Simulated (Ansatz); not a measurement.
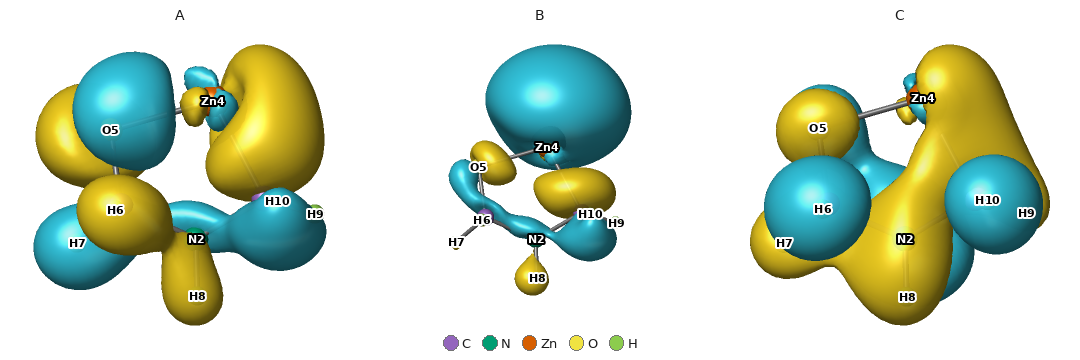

C₂H₅NOZn. Three frontier orbitals at ±0.08 Å⁻³ᐟ² (yellow and cyan are the two phases), in no order.

Geometry: PBE0-D4/def2-TZVP.

Theory: RKS PBE0-D4/def2-TZVPP (Ansatz).

Input

```
crystal:
  periodic: [false, false, false]
  atoms:
    - {symbol: C, position_ang: [-1.064874, 0.238680, -0.440410]}
    - {symbol: N, position_ang: [-0.082209, -0.721785, 0.124366]}
    - {symbol: C, position_ang: [1.197313, -0.167351, 0.534031]}
    - {symbol: Zn, position_ang: [1.224837, 0.839177, -1.173449]}
    - {symbol: O, position_ang: [-0.585185, 0.898450, -1.566603]}
    - {symbol: H, position_ang: [-1.372394, 0.977354, 0.327434]}
    - {symbol: H, position_ang: [-1.943037, -0.364202, -0.705299]}
    - {symbol: H, position_ang: [-0.520748, -1.266456, 0.857996]}
    - {symbol: H, position_ang: [1.958418, -0.936608, 0.636934]}
    - {symbol: H, position_ang: [1.187880, 0.502730, 1.405000]}
basis:
  gaussian: {orbitals: def2-TZVPP}
hamiltonian: {xc: pbe0, dispersion: d4}
output: {orbitals: {seedname: orbitals}}
```

Command:

```sh
ansatz run in.yaml --threads 2 --pin off --events-out ev --progress --plain --max-ram 32768MiB --backend cpu
```

Order the three orbitals by energy and name them.

A is the HOMO−1 (−6.69 eV). By Hirshfeld shares it lies mainly on O5 (about 45 %), Zn4 (about 15 %), C3 (about 15 %) and C1 (about 10 %). C is the HOMO (−6.15 eV). Its weight (Hirshfeld) is mainly on N2 (about 45 %), C3 (about 10 %), C1 (about 10 %), H6 (about 10 %), O5 (about 10 %) and Zn4 (about 5 %). B is the LUMO (−2.44 eV). By Hirshfeld shares it lies mainly on Zn4 (about 75 %) and C3 (about 15 %).

What is the HOMO–LUMO gap?

3.71 eV between the orbital energies.
